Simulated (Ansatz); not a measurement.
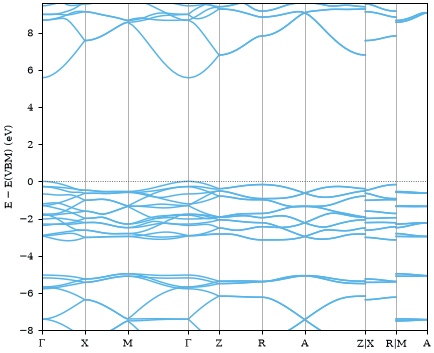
Band structure from PBEsol (plane waves, PAW; program Ansatz)

Read off the gap and where the band edges lie.

About 5.6 eV (5.57 eV by a search for the band edges); maximum at Γ, minimum at Γ.

The material is SiO2 in space group P4_12_12 (No. 92; Si on 4a, O on 8b).

The PBEsol relaxation kept the symmetry of its start; of distortions, only those at the zone centre were tested.

Potentials: the later of the program's two PAW sets.
